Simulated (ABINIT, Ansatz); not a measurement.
**K2NaYF6 (Fm-3m): one start, several treatments of the self-energy**

Aim: compare treatments of exchange, screening and correlation for the gap of K2NaYF6 (Fm-3m).

Main program and level: ABINIT 10.8.3; PBEsol and many-body steps on it, plane waves.

## (1) Starting point

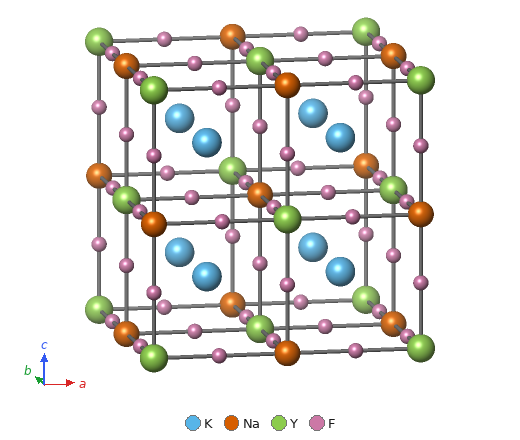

The cell as given, slightly off an axis (potassium blue, sodium orange, yttrium green, fluorine pink). This picture shows the conventional cell, with its axes. Some periodic images of atoms are drawn too.

The cell and positions are those that the Materials Project relaxed with its own functionals (PBE, PBE+U or r2SCAN), kept fixed.

## (2) Empty states on the mesh, 2×2×2 mesh, 556 bands

This step: ABINIT 10.8.3; DFT, PBEsol, plane waves, norm-conserving pseudopotentials.

The sums over transitions need many empty states on a uniform mesh; this step solves for them.

Contents of run.abi:

```
acell 3*1.0 Angstrom
rprim 
  -0.000000000000 4.458286000000 4.458286000000
  4.458286000000 0.000000000000 4.458286000000
  4.458286000000 4.458286000000 0.000000000000
ntypat 4
znucl 19 11 39 9
natom 10
typat 1 1 2 3 4 4 4 4 4 4
xred 
  0.750000000000 0.750000000000 0.750000000000
  0.250000000000 0.250000000000 0.250000000000
  0.500000000000 0.500000000000 0.500000000000
  0.000000000000 -0.000000000000 0.000000000000
  0.755598000000 0.244402000000 0.244402000000
  0.244402000000 0.244402000000 0.755598000000
  0.244402000000 0.755598000000 0.755598000000
  0.244402000000 0.755598000000 0.244402000000
  0.755598000000 0.244402000000 0.755598000000
  0.755598000000 0.755598000000 0.244402000000
pp_dirpath "pseudos"
pseudos "K.upf, Na.upf, Y.upf, F.upf"
ecut 38
ngkpt 2 2 2
nshiftk 1
shiftk 0 0 0
kptopt 1
chksymbreak 0
iscf -2
irdden 1
istwfk *1
nband 556
nbdbuf 50
tolwfr 1e-09
nstep 60
prtvol 0
indata_prefix "in"
outdata_prefix "out"
tmpdata_prefix "tmp"
```

On the command line:

```
> OMP_NUM_THREADS=1 mpirun -n 3 abinit run.abi > log
```

Numbers of over 12 decimals in the logs are rounded to 6 here.

Output:

```text
.Version 10.8.3 of ABINIT. v10.8.2 released Aug 2026.

 Symmetries : space group Fm -3 m (#225); Bravais cF (face-center cubic)
[... echo of the input left out ...]
== DATASET  1 ==================================================================
-   mpi_nproc: 3, omp_nthreads: 1 (-1 if OMP is not activated)

--- !DatasetInfo
iteration_state: {dtset: 1, }
dimensions: {natom: 10, nkpt: 3, mband: 556, nsppol: 1, nspinor: 1, nspden: 1, mpw: 13424, }
cutoff_energies: {ecut:  38.0, pawecutdg:  -1.0, }
[...]
3.99839    4.00466    4.01440    4.05336    4.05336    4.05336    4.06966    4.07285
   4.07285    4.07286    4.07507    4.07509    4.11291    4.11302    4.11340    4.11478
   4.13081    4.13139    4.13298    4.17399
 prteigrs : prtvol=0 or 1, do not print more k-points.

== END DATASET(S) ==============================================================
================================================================================

 -outvars: echo values of variables after computation  --------
            nband         556
             nkpt           3
          spgroup         225
 [... the other variables as echoed above ...]

 Calculation completed.
```

The job ended after 9.3 min (3 MPI ranks of Arm Neoverse V2, shared host; peak memory 0.77 GiB; 28 min of CPU time).

This step gave:

```yaml
gap: 6.161 eV
k_of_the_valence_top: 0, 0, 0
k_of_the_conduction_bottom: 0, 0, 0
least_direct_gap: 6.161 eV
k_points_computed: 3
lowest_point_of_the_top_converged_band_above_the_valence_top: 105.8994 eV
```

On this mesh the gap is 6.161 eV.

The density comes from a self-consistent run that is not shown.

## (3) Screening, 2×2×2 mesh, 230 bands, screening to 141.5 eV

The RPA dielectric matrix is built and inverted for each q.

This step: RPA screening on PBEsol, plane waves, norm-conserving pseudopotentials.

run.abi, as its differences from that of step 2:

```diff
@@ -28,10 +28,11 @@
 chksymbreak 0
-iscf -2
-irdden 1
 istwfk *1
-nband 556
-nbdbuf 50
-tolwfr 1e-09
-nstep 60
-prtvol 0
+occopt 1
+irdwfk 1
+optdriver 3
+nband 230
+ecuteps 5.2
+inclvkb 2
+awtr 1
+symchi 1
 indata_prefix "in"
```

On the command line:

```
> OMP_NUM_THREADS=1 mpirun -n 4 abinit run.abi > log
```

Output:

```text
.Version 10.8.3 of ABINIT. v10.8.2 released Aug 2026.

 Symmetries : space group Fm -3 m (#225); Bravais cF (face-center cubic)
[... echo of the input left out ...]
== DATASET  1 ==================================================================
-   mpi_nproc: 4, omp_nthreads: 1 (-1 if OMP is not activated)

--- !DatasetInfo
iteration_state: {dtset: 1, }
dimensions: {natom: 10, nkpt: 3, mband: 230, nsppol: 1, nspinor: 1, nspden: 1, mpw: 13424, }
cutoff_energies: {ecut:  38.0, pawecutdg:  -1.0, }
electrons: {nelect:   8.00000000E+01, charge:   0.00000000E+00, occopt:   1.00000000E+00, tsmear:   1.00000000E-02, }

 SCREENING: Calculation of the susceptibility and dielectric matrices

 Based on a program developped by R.W. Godby, V. Olevano, G. Onida, and L. Reining.
 Incorporated in ABINIT by V. Olevano, G.-M. Rignanese, and M. Torrent.
.Using double precision arithmetic ; gwpc =  8

[... cell and pseudopotentials left out ...]
--------------------------------------------------------------------------------

 ==== K-mesh for the wavefunctions ====
 Number of points in the irreducible wedge :     3
[... list of points left out ...]
 Together with 48 symmetry operations and time-reversal symmetry
 yields     8 points in the full Brillouin Zone.

 ==== Q-mesh for the screening function ====
 Number of points in the irreducible wedge :     3
[... list of points left out ...]
 Together with 48 symmetry operations and time-reversal symmetry
 yields     8 points in the full Brillouin Zone.

 setmesh: FFT mesh size selected  =    45x   45x   45
          total number of points  =        91125

 vcoul_init : cutoff-mode = AUXILIARY_FUNCTION
 q-points for optical limit:   1
     1)      0.000010    0.000020    0.000030

- screening: taking advantage of time-reversal symmetry
- Maximum band index for partially occupied states nbvw = 40
- Remaining bands to be divided among processors   nbcw = 190
- Number of bands treated by each node ~47

 Number of electrons calculated from density =   80.0000; Expected =   80.0000
 average of density, n =  0.066890
 r_s =    1.5282
 omega_plasma =   24.9480 [eV]

 calculating chi0 at frequencies [eV] :
  1    0.000000E+00    0.000000E+00
  2    0.000000E+00    2.494798E+01

--------------------------------------------------------------------------------
  q-point number  1        q = ( 0.000000, 0.000000, 0.000000) [r.l.u.]
--------------------------------------------------------------------------------
[... chi0 elements left out ...]
 For q-point:  0.000010 0.000020 0.000030
  dielectric constant =   1.9318
  dielectric constant without local fields =   2.1263

  Average fulfillment of the sum rule on Im[epsilon] for q-point    1 :     51.32  [%]
[... wings left out ...]
  q-point number  2        q = ( 0.500000, 0.000000, 0.000000) [r.l.u.]
--------------------------------------------------------------------------------
[... chi0 elements left out ...]
  Average fulfillment of the sum rule on Im[epsilon] for q-point    2 :     55.42  [%]

 [... 1 further q-points ...]
```

It took 1.8 min on 4 MPI ranks; peak memory 2.8 GiB.

Numbers from this step:

```yaml
eps_infinity_with_local_fields_on_this_mesh_along_the_program_s_q_direction: 1.932
the_same_without_local_fields: 2.126
plasma_frequency: 24.95 eV
plane_waves_in_the_screening_matrix: 645
```

Local fields lower ε∞ by 9 %. On a Γ-centred mesh this coarse the value itself is usually too large, while a short band sum pulls it down.

## (4) G0W0, Godby-Needs plasmon pole

The self-energy is evaluated for the states that the input lists, and the levels follow from it, in one-shot runs by the linearised quasiparticle equation.

This step: G0W0 on PBEsol, plane waves, norm-conserving pseudopotentials.

run.abi, as its differences from that of step 3:

```diff
@@ -31,8 +31,15 @@
 irdwfk 1
-optdriver 3
+optdriver 4
 nband 230
+gwcalctyp 0
+ecutsigx 38
+symsigma 1
+nkptgw 1
+kptgw 
+  0.0000000000 0.0000000000 0.0000000000
+bdgw 
+  38 44
 ecuteps 5.2
-inclvkb 2
-awtr 1
-symchi 1
+irdscr 1
+ppmodel 1
 indata_prefix "in"
```

Output:

```text
.Version 10.8.3 of ABINIT. v10.8.2 released Aug 2026.

 Symmetries : space group Fm -3 m (#225); Bravais cF (face-center cubic)
[... echo of the input left out ...]
== DATASET  1 ==================================================================
-   mpi_nproc: 4, omp_nthreads: 1 (-1 if OMP is not activated)

--- !DatasetInfo
iteration_state: {dtset: 1, }
dimensions: {natom: 10, nkpt: 3, mband: 230, nsppol: 1, nspinor: 1, nspden: 1, mpw: 13424, }
cutoff_energies: {ecut:  38.0, pawecutdg:  -1.0, }
electrons: {nelect:   8.00000000E+01, charge:   0.00000000E+00, occopt:   1.00000000E+00, tsmear:   1.00000000E-02, }

 SIGMA: Calculation of the GW corrections

 Based on a program developped by R.W. Godby, V. Olevano, G. Onida, and L. Reining.
 Incorporated in ABINIT by V. Olevano, G.-M. Rignanese, and M. Torrent.
.Using double precision arithmetic ; gwpc =  8

[... cell and pseudopotentials left out ...]
--------------------------------------------------------------------------------

 ==== K-mesh for the wavefunctions ====
 Number of points in the irreducible wedge :     3
[... list of points left out ...]
 Together with 48 symmetry operations and time-reversal symmetry
 yields     8 points in the full Brillouin Zone.

 ==== Q-mesh for screening function ====
 Number of points in the irreducible wedge :     3
[... list of points left out ...]
 Together with 48 symmetry operations and time-reversal symmetry
 yields     8 points in the full Brillouin Zone.

 vcoul_init : cutoff-mode = AUXILIARY_FUNCTION
 q-points for optical limit:   1
     1)      0.000010    0.000020    0.000030
 setmesh: FFT mesh size selected  =    72x   72x   72
          total number of points  =       373248

 Number of electrons calculated from density =   80.0000; Expected =   80.0000
 average of density, n =  0.066890
 r_s =    1.5282
 omega_plasma =   24.9480 [eV]

 === KS Band Gaps ===
  >>>> For spin  1
   Minimum direct gap =   6.1610 [eV], located at k-point      :   0.0000  0.0000  0.0000
   Fundamental gap    =   6.1610 [eV], Top of valence bands at :   0.0000  0.0000  0.0000
                                       Bottom of conduction at :   0.0000  0.0000  0.0000
 SIGMA fundamental parameters:
 PLASMON POLE MODEL  1
 number of plane-waves for SigmaX                13371
 number of plane-waves for SigmaC and W            645
 number of plane-waves for wavefunctions         13371
 number of bands                                   230
 number of independent spin polarizations            1
 number of spinorial components                      1
 number of k-points in IBZ                           3
 number of q-points in IBZ                           3
 number of symmetry operations                      48
 number of k-points in BZ                            8
 number of q-points in BZ                            8
 number of frequencies for dSigma/dE                 9
 frequency step for dSigma/dE [eV]                0.25
 number of omega for Sigma on real axis              0
 max omega for Sigma on real axis  [eV]           0.00
 zcut for avoiding poles [eV]                     0.10

 EPSILON^-1 parameters (SCR file):
 dimension of the eps^-1 matrix on file            645
 dimension of the eps^-1 matrix used               645
 number of plane-waves for wavefunctions         13371
 number of bands                                   230
 number of q-points in IBZ                           3
 number of frequencies                               2
 number of real frequencies                          1
 number of imag frequencies                          1

 matrix elements of self-energy operator (all in [eV])

 Perturbative Calculation

--- !SelfEnergy_ee
iteration_state: {dtset: 1, }
kpoint     : [   0.000,    0.000,    0.000, ]
spin       : 1
KS_gap     :    6.161
QP_gap     :    9.536
Delta_QP_KS:    3.375
data: !SigmaeeData |
     Band     E0 <VxcDFT>   SigX SigC(E0)      Z dSigC/dE  Sig(E)    E-E0       E
       38  -0.772 -22.132 -29.441   4.973   0.808  -0.238 -24.018  -1.887  -2.658
       39  -0.772 -22.132 -29.441   4.973   0.808  -0.238 -24.018  -1.887  -2.658
       40  -0.772 -22.132 -29.441   4.973   0.808  -0.238 -24.018  -1.887  -2.658
       41   5.389  -8.175  -3.998  -2.527   0.902  -0.109  -6.687   1.488   6.877
       42   7.505 -13.709  -7.709  -2.779   0.876  -0.142 -10.888   2.821  10.326
       43   7.505 -13.709  -7.709  -2.779   0.876  -0.142 -10.888   2.821  10.326
       44   7.505 -13.709  -7.709  -2.779   0.876  -0.142 -10.888   2.821  10.326

== END DATASET(S) ==============================================================
================================================================================

 -outvars: echo values of variables after computation  --------
           etotal      0.0000000000E+00
            nband         230
             nkpt           3
          spgroup         225
 [... the other variables as echoed above ...]

 Calculation completed.
```

Run time: 25 s. Hardware: 4 MPI ranks; peak memory 2.2 GiB.

Numbers from this step:

```yaml
g0w0_gap_on_the_points_computed: 9.535 eV
starting_gap_on_the_mesh: 6.161 eV
k_of_the_valence_top: 0, 0, 0
k_of_the_conduction_bottom: 0, 0, 0
z_at_the_valence_top: 0.808
z_at_the_conduction_bottom: 0.902
least_direct_g0w0_gap_on_the_computed_points: 9.535 eV
```

The gap on the mesh goes from 6.16 eV to 9.54 eV, a correction of +3.37 eV.

## (5) G0W0, Engel-Farid plasmon pole

run.abi, as its differences from that of step 4:

```diff
@@ -43,3 +43,3 @@
 irdscr 1
-ppmodel 1
+ppmodel 4
 indata_prefix "in"
```

Output:

```text
.Version 10.8.3 of ABINIT. v10.8.2 released Aug 2026.

 Symmetries : space group Fm -3 m (#225); Bravais cF (face-center cubic)
[... echo of the input left out ...]
== DATASET  1 ==================================================================
-   mpi_nproc: 4, omp_nthreads: 1 (-1 if OMP is not activated)

--- !DatasetInfo
iteration_state: {dtset: 1, }
dimensions: {natom: 10, nkpt: 3, mband: 230, nsppol: 1, nspinor: 1, nspden: 1, mpw: 13424, }
cutoff_energies: {ecut:  38.0, pawecutdg:  -1.0, }
electrons: {nelect:   8.00000000E+01, charge:   0.00000000E+00, occopt:   1.00000000E+00, tsmear:   1.00000000E-02, }

 SIGMA: Calculation of the GW corrections

 Based on a program developped by R.W. Godby, V. Olevano, G. Onida, and L. Reining.
 Incorporated in ABINIT by V. Olevano, G.-M. Rignanese, and M. Torrent.
.Using double precision arithmetic ; gwpc =  8

[... cell and pseudopotentials left out ...]
--------------------------------------------------------------------------------

 ==== K-mesh for the wavefunctions ====
 Number of points in the irreducible wedge :     3
[... list of points left out ...]
 Together with 48 symmetry operations and time-reversal symmetry
 yields     8 points in the full Brillouin Zone.

 ==== Q-mesh for screening function ====
 Number of points in the irreducible wedge :     3
[... list of points left out ...]
 Together with 48 symmetry operations and time-reversal symmetry
 yields     8 points in the full Brillouin Zone.

 vcoul_init : cutoff-mode = AUXILIARY_FUNCTION
 q-points for optical limit:   1
     1)      0.000010    0.000020    0.000030
 setmesh: FFT mesh size selected  =    72x   72x   72
          total number of points  =       373248

 Number of electrons calculated from density =   80.0000; Expected =   80.0000
[...]
number of q-points in BZ                            8
 number of frequencies for dSigma/dE                 9
 frequency step for dSigma/dE [eV]                0.25
 number of omega for Sigma on real axis              0
 max omega for Sigma on real axis  [eV]           0.00
 zcut for avoiding poles [eV]                     0.10

 EPSILON^-1 parameters (SCR file):
 dimension of the eps^-1 matrix on file            645
 dimension of the eps^-1 matrix used               645
 number of plane-waves for wavefunctions         13371
 number of bands                                   230
 number of q-points in IBZ                           3
 number of frequencies                               2
 number of real frequencies                          1
 number of imag frequencies                          1

 matrix elements of self-energy operator (all in [eV])

 Perturbative Calculation

--- !SelfEnergy_ee
iteration_state: {dtset: 1, }
kpoint     : [   0.000,    0.000,    0.000, ]
spin       : 1
KS_gap     :    6.161
QP_gap     :    9.534
Delta_QP_KS:    3.373
data: !SigmaeeData |
     Band     E0 <VxcDFT>   SigX SigC(E0)      Z dSigC/dE  Sig(E)    E-E0       E
       38  -0.772 -22.132 -29.441   4.949   0.823  -0.215 -24.074  -1.943  -2.715
       39  -0.772 -22.132 -29.441   4.949   0.823  -0.215 -24.074  -1.943  -2.715
       40  -0.772 -22.132 -29.441   4.949   0.823  -0.215 -24.074  -1.943  -2.715
       41   5.389  -8.175  -3.998  -2.607   0.910  -0.099  -6.745   1.430   6.819
       42   7.505 -13.709  -7.709  -2.825   0.887  -0.128 -10.894   2.815  10.320
       43   7.505 -13.709  -7.709  -2.825   0.887  -0.128 -10.894   2.815  10.320
       44   7.505 -13.709  -7.709  -2.825   0.887  -0.128 -10.894   2.815  10.320

== END DATASET(S) ==============================================================
================================================================================

 -outvars: echo values of variables after computation  --------
           etotal      0.0000000000E+00
            nband         230
             nkpt           3
          spgroup         225
 [... the other variables as echoed above ...]

 Calculation completed.
```

It took 15 s on 4 MPI ranks; peak memory 1.9 GiB; 59 s of CPU time.

This step gave:

* G0W0 gap on the points computed: 9.534 eV
* starting gap on the mesh: 6.161 eV
* k of the valence top: 0, 0, 0
* k of the conduction bottom: 0, 0, 0
* Z at the valence top: 0.823
* Z at the conduction bottom: 0.91
* least direct G0W0 gap on the computed points: 9.534 eV

Against G0W0 in ABINIT (2×2×2 mesh, 230 bands, screening to 141.5 eV, Godby-Needs plasmon pole), the gap moves by −0.001 eV.

## (6) G0W0, Hybertsen-Louie plasmon pole

run.abi, as its differences from that of step 5:

```diff
@@ -43,3 +43,3 @@
 irdscr 1
-ppmodel 4
+ppmodel 2
 indata_prefix "in"
```

Output:

```text
.Version 10.8.3 of ABINIT. v10.8.2 released Aug 2026.

 Symmetries : space group Fm -3 m (#225); Bravais cF (face-center cubic)
[... echo of the input left out ...]
== DATASET  1 ==================================================================
-   mpi_nproc: 4, omp_nthreads: 1 (-1 if OMP is not activated)

--- !DatasetInfo
iteration_state: {dtset: 1, }
dimensions: {natom: 10, nkpt: 3, mband: 230, nsppol: 1, nspinor: 1, nspden: 1, mpw: 13424, }
cutoff_energies: {ecut:  38.0, pawecutdg:  -1.0, }
[...]
42   7.505 -13.709  -7.709  -2.887   0.912  -0.097 -10.871   2.838  10.343
       43   7.505 -13.709  -7.709  -2.887   0.912  -0.097 -10.871   2.838  10.343
       44   7.505 -13.709  -7.709  -2.887   0.912  -0.097 -10.871   2.838  10.343

== END DATASET(S) ==============================================================
================================================================================

 -outvars: echo values of variables after computation  --------
           etotal      0.0000000000E+00
            nband         230
             nkpt           3
          spgroup         225
 [... the other variables as echoed above ...]

 Calculation completed.
```

Elapsed: 24 s, on 4 MPI ranks; peak memory 2 GiB.

Numbers from this step:

```
G0W0 gap on the points computed              : 10.13 eV
starting gap on the mesh                     : 6.161 eV
k of the valence top                         : 0, 0, 0
k of the conduction bottom                   : 0, 0, 0
least direct G0W0 gap on the computed points : 10.13 eV
```

Against G0W0 in ABINIT (2×2×2 mesh, 230 bands, screening to 141.5 eV, Godby-Needs plasmon pole), the gap moves by +0.591 eV.

(Continued in part 2 of 2.)

[Paths, hosts, dates, memory and timing lines, banners, echoed tables and standing remarks are left out of the program output.]

[Logs are printed without paths, hosts, clocks, repeated set-up lines and the standing remarks that a program may print on its own settings, such as how far it seeks lower states.]

[Runs of the session that timed out or met a known fault of the program may be left out.]

[Hosts, paths, dates, database ids (printed as entryN), source tags and the programs' standing remarks are cut or masked in the printed files.]

[G0W0 gaps are taken among the corrected bands and points alone; a level outside them can change the order at an edge.]

[Where Ansatz stands beside ABINIT at settings called matched, ABINIT's density can come from a denser mesh and the files from another edition; pairs whose starting gaps differed by over 0.03 eV were left out, so agreement reads better than it is.]
